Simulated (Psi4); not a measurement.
**SO2F2 (sulfuryl fluoride): wB97X-D/aug-cc-pVDZ**

Aim: a single-point energy of SO2F2 (sulfuryl fluoride). 

The results are computed with Psi4 1.11.

3 further runs of the same task are left out: 3 set aside as unsound or not needed. Runs told in other sessions of the task aren't counted.

### 1 The structure to begin with

The species is SO2F2 (5 atoms), meant as a singlet with charge 0. As SMILES, `O=S(=O)(F)F`. The shape is that of a PBE0-D4/def2-TZVP optimisation.

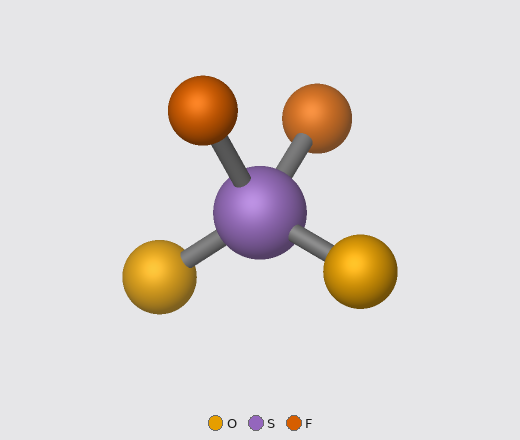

The structure, seen from a chosen angle (oxygen amber, sulfur purple, fluorine orange).

### 2 The energy at wB97X-D/aug-cc-pVDZ

calc.inp reads:

```
memory 1600 mb

molecule molecule1 {
  0 1
  O     -0.388200    -0.151100     1.421700
  S      0.070900    -0.096900     0.095900
  O      1.129600    -0.862200    -0.418700
  F     -1.140900    -0.267600    -0.837400
  F      0.328600     1.377800    -0.261400
  symmetry c1
}

set {
  basis                aug-cc-pVDZ
  puream               true
  scf_type             pk
  dft_radial_points    250
  dft_spherical_points 1202
}

energy("wb97x-d")
print_variables()
```

Launch:

```sh
$ psi4 calc.inp calc.out -n 1
```

calc.out:

```text
[...]
  Running in c1 symmetry.
[...]
  Nuclear repulsion =  291.836081150759412
[...]
  Multiplicity = 1
[...]
  Nalpha       = 25
  Nbeta        = 25
[...]
    Number of basis functions: 119
[...]
   @RKS iter   1:  -747.84824263575160    8.03029e-01   7.98713e-03 ADIIS/DIIS
[...]
   @RKS iter   8:  -748.17753170073456   -3.16591e-08   3.28525e-07 DIIS
[...]
    Orbital Energies [Eh]
    ---------------------
    Doubly Occupied:
       1A    -89.414907     2A    -24.936586     3A    -24.936567
       4A    -19.340438     5A    -19.340433     6A     -8.395582
       7A     -6.345566     8A     -6.344789     9A     -6.341937
      10A     -1.486740    11A     -1.410821    12A     -1.281202
      13A     -1.213168    14A     -0.845852    15A     -0.760368
      16A     -0.690870    17A     -0.678664    18A     -0.629091
      19A     -0.623309    20A     -0.595896    21A     -0.576130
      22A     -0.529007    23A     -0.518722    24A     -0.476788
      25A     -0.461054
[...]
  @RKS Final Energy:  -748.17753170073456
   => Energetics <=
    Nuclear Repulsion Energy =            291.8360811507594121
    One-Electron Energy =               -1612.2389407259602194
    Two-Electron Energy =                 618.0789559247963325
    DFT Exchange-Correlation Energy =     -45.8531757628869130
    Empirical Dispersion Energy =          -0.0004522874431097
    VV10 Nonlocal Energy =                  0.0000000000000000
    Total Energy =                       -748.1775317007345620
[...]
 Multipole Moments:
 ------------------------------------------------------------------------------------
     Multipole            Electronic (a.u.)      Nuclear  (a.u.)        Total (a.u.)
 ------------------------------------------------------------------------------------
 L = 1.  Multiply by 2.5417464519 to convert [e a0] to [Debye]
 Dipole X            :         -0.9478159            0.7479968           -0.1998191
 Dipole Y            :          1.2953528           -1.0223140            0.2730388
 Dipole Z            :         -1.2823361            1.0118444           -0.2704917
 Magnitude           :                                                    0.4331785
[...]
```

It took 51 s on 1 thread of Intel Xeon 6975P-C (Granite Rapids), shared host; peak memory 1.1 GiB.

### 3 Results

At wB97X-D/aug-cc-pVDZ:

```
         quantity          value
     total energy  -748.17753 Eh
    dipole moment         1.10 D
      HOMO energy      -12.55 eV
      LUMO energy        1.15 eV
    HOMO–LUMO gap       13.69 eV
dispersion energy   -1.19 kJ/mol
```
